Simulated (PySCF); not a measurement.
# M06-2X/cc-pVTZ run of GaHClF (SMILES [F][GaH][Cl])

What is the vertical singlet–triplet gap of GaHClF at M06-2X/cc-pVTZ? Input form: a Python script.

The results are computed with PySCF 2.14.0.

**1. The structure to begin with**

GaHClF has 4 atoms, charge 0, and is taken as a singlet. As SMILES, `[F][GaH][Cl]`. The coordinates come from a PBE0-D4/def2-TZVP relaxation.

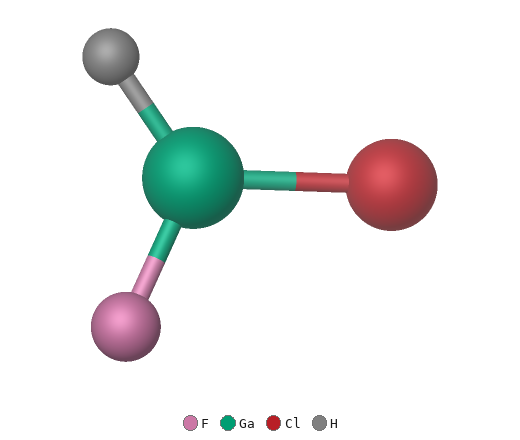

The structure, seen from a chosen angle (fluorine pink, gallium teal, chlorine red, hydrogen grey).

**2. A single-point energy at M06-2X/cc-pVTZ**

Contents of input.py:

```python
from pyscf import gto, dft

mol = gto.Mole()
mol.atom = '''
F   -1.686800   0.040400   0.266300
Ga   0.024200   0.133600  -0.059000
Cl   1.066200  -1.658900   0.391700
H    0.652000   1.424600  -0.619400
'''
mol.verbose = 3
mol.max_memory = 1860
mol.basis = 'cc-pvtz'
mol.build()

myscf = dft.RKS(mol, xc='m06-2x')
myscf.conv_tol = 1e-10
myscf.grids.level = 4
myscf.kernel()
if not myscf.converged:
    myscf = myscf.newton().run(myscf.mo_coeff, myscf.mo_occ)

etot = myscf.e_tot
print('Final energy', etot)
```

Run with:

```sh
$ OMP_NUM_THREADS=1 python input.py
```

The log of the run:

```text
converged SCF energy = -2485.64070683255
Final energy -2485.640706832553
```

Run time: 29 s. Hardware: 1 thread of Arm Neoverse V1, shared host; peak memory 0.69 GiB.

**3. The triplet, same level**

Contents of job.py:

```python
from pyscf import gto, dft

mol = gto.Mole()
mol.atom = '''
F     -3.187590     0.076345     0.503234
Ga     0.045731     0.252467    -0.111494
Cl     2.014826    -3.134867     0.740206
H      1.232101     2.692104    -1.170496
'''
mol.max_memory = 1860
mol.spin = 2
mol.basis = 'cc-pvtz'
mol.verbose = 4
mol.unit = 'bohr'
mol.build()

mf = dft.UKS(mol, xc='m06-2x')
mf.conv_tol = 1e-10
mf.grids.level = 4
mf.kernel()
if not mf.converged:
    mf = mf.newton().run(mf.mo_coeff, mf.mo_occ)

etot = mf.e_tot
print(f'total energy: {etot:.8f} hartree')
```

Run with:

```sh
$ OMP_NUM_THREADS=1 python job.py
```

The log of the run:

```text
PySCF version 2.14.0

[INPUT] num. atoms = 4
[INPUT] num. electrons = 58
[INPUT] charge = 0
[INPUT] spin (= nelec alpha-beta = 2S) = 2
[INPUT] symmetry False subgroup None
[INPUT] Mole.unit = bohr
[INPUT] Symbol           X                Y                Z      unit          X                Y                Z       unit  Magmom
[INPUT]  1 F     -1.686799985756   0.040400034168   0.266299964560 AA   -3.187590000000   0.076345000000   0.503234000000 Bohr   0.0
[INPUT]  2 Ga     0.024199803033   0.133599782909  -0.059000083954 AA    0.045731000000   0.252467000000  -0.111494000000 Bohr   0.0
[INPUT]  3 Cl     1.066200003169  -1.658900175665   0.391700146586 AA    2.014826000000  -3.134867000000   0.740206000000 Bohr   0.0
[INPUT]  4 H      0.651999770752   1.424600086227  -0.619399808673 AA    1.232101000000   2.692104000000  -1.170496000000 Bohr   0.0

nuclear repulsion = 256.152623063401
number of shells = 34
number of NR pGTOs = 228
number of NR cGTOs = 121
basis = cc-pvtz
ecp = {}

******** <class 'pyscf.dft.uks.UKS'> ********
method = UKS
initial guess = minao
damping factor = 0
level_shift factor = 0
DIIS = <class 'pyscf.scf.diis.CDIIS'>
diis_start_cycle = 1
diis_space = 8
diis_damp = 0
SCF conv_tol = 1e-10
SCF conv_tol_grad = None
SCF max_cycles = 50
direct_scf = True
direct_scf_tol = 1e-13
number electrons alpha = 30  beta = 28
XC library pyscf.dft.libxc version 7.0.0
    S. Lehtola, C. Steigemann, M. J.T. Oliveira, and M. A.L. Marques.,  SoftwareX 7, 1–5 (2018)
XC functionals = m06-2x
    Y. Zhao and D. G. Truhlar.,  Theor. Chem. Acc. 120, 215 (2008)
    Y. Zhao and D. G. Truhlar.,  Theor. Chem. Acc. 120, 215 (2008)
radial grids:
    Treutler-Ahlrichs [JCP 102, 346 (1995); DOI:10.1063/1.469408] (M4) radial grids

becke partition: Becke, JCP 88, 2547 (1988); DOI:10.1063/1.454033
pruning grids: <function nwchem_prune>
grids dens level: 4
symmetrized grids: False
atomic radii adjust function: <function treutler_atomic_radii_adjust>
small_rho_cutoff = 0
Set gradient conv threshold to 1e-05
tot grids = 103616
init E= -2485.11850792815
[... the frontier-level lines of each cycle are left out ...]


cycle= 1 E= -2485.25696371976  delta_E= -0.138  |g|= 0.503  |ddm|= 1.97


cycle= 2 E= -2484.83172434521  delta_E= 0.425  |g|= 1.19  |ddm|= 1.33


cycle= 3 E= -2485.35686202209  delta_E= -0.525  |g|= 0.198  |ddm|= 0.762


cycle= 4 E= -2485.37699189671  delta_E= -0.0201  |g|= 0.0544  |ddm|= 0.244


cycle= 5 E= -2485.37971973662  delta_E= -0.00273  |g|= 0.0159  |ddm|= 0.141


cycle= 6 E= -2485.38025576351  delta_E= -0.000536  |g|= 0.00933  |ddm|= 0.051


cycle= 7 E= -2485.38061729457  delta_E= -0.000362  |g|= 0.00733  |ddm|= 0.0415


cycle= 8 E= -2485.38091519387  delta_E= -0.000298  |g|= 0.00506  |ddm|= 0.0422


cycle= 9 E= -2485.3811373516  delta_E= -0.000222  |g|= 0.00381  |ddm|= 0.0457


cycle= 10 E= -2485.38124391439  delta_E= -0.000107  |g|= 0.00287  |ddm|= 0.0356


cycle= 11 E= -2485.3812973042  delta_E= -5.34e-05  |g|= 0.00196  |ddm|= 0.0282


cycle= 12 E= -2485.3813293625  delta_E= -3.21e-05  |g|= 0.0016  |ddm|= 0.0268


cycle= 13 E= -2485.3813448967  delta_E= -1.55e-05  |g|= 0.000384  |ddm|= 0.029


cycle= 14 E= -2485.38134575755  delta_E= -8.61e-07  |g|= 0.000431  |ddm|= 0.00281


cycle= 15 E= -2485.38134677632  delta_E= -1.02e-06  |g|= 0.000394  |ddm|= 0.00393


cycle= 16 E= -2485.38134587149  delta_E= 9.05e-07  |g|= 0.000335  |ddm|= 0.00367


cycle= 17 E= -2485.38134397027  delta_E= 1.9e-06  |g|= 0.000194  |ddm|= 0.0106


cycle= 18 E= -2485.38134368881  delta_E= 2.81e-07  |g|= 0.000105  |ddm|= 0.00502


cycle= 19 E= -2485.38134373897  delta_E= -5.02e-08  |g|= 5.78e-05  |ddm|= 0.00172


cycle= 20 E= -2485.38134376201  delta_E= -2.3e-08  |g|= 2.78e-05  |ddm|= 0.00086


cycle= 21 E= -2485.38134377016  delta_E= -8.14e-09  |g|= 1.57e-05  |ddm|= 0.000427


cycle= 22 E= -2485.38134377118  delta_E= -1.02e-09  |g|= 8.56e-06  |ddm|= 0.000131


cycle= 23 E= -2485.38134377155  delta_E= -3.69e-10  |g|= 3.49e-06  |ddm|= 5.36e-05


cycle= 24 E= -2485.38134377168  delta_E= -1.31e-10  |g|= 1.86e-06  |ddm|= 3.92e-05


cycle= 25 E= -2485.38134377169  delta_E= -1.32e-11  |g|= 1.15e-06  |ddm|= 1.43e-05


Extra cycle  E= -2485.3813437717  delta_E= -7.73e-12  |g|= 9.89e-07  |ddm|= 5.64e-06
converged SCF energy = -2485.3813437717  <S^2> = 2.0116635  2S+1 = 3.0077656
total energy: -2485.38134377 hartree
```

Run time: 1.9 min. Hardware: 1 thread of Arm Neoverse V1, shared host; peak memory 0.71 GiB.

**4. Summary of results**

At M06-2X/cc-pVTZ:

```
                                        quantity           value
                           singlet: total energy  -2485.64071 Eh
                          singlet: dipole moment          2.21 D
                            singlet: HOMO energy       -10.73 eV
                            singlet: LUMO energy        -1.10 eV
                          singlet: HOMO–LUMO gap         9.63 eV
                           triplet: total energy  -2485.38134 Eh
                          triplet: dipole moment          2.60 D
     triplet: HOMO energy (highest over α and β)        -4.05 eV
                                   triplet: ⟨S²⟩           2.012
vertical energy of the triplet above the singlet        7.058 eV
```

At this shape the triplet lies 7.06 eV (681 kJ/mol) above the singlet.
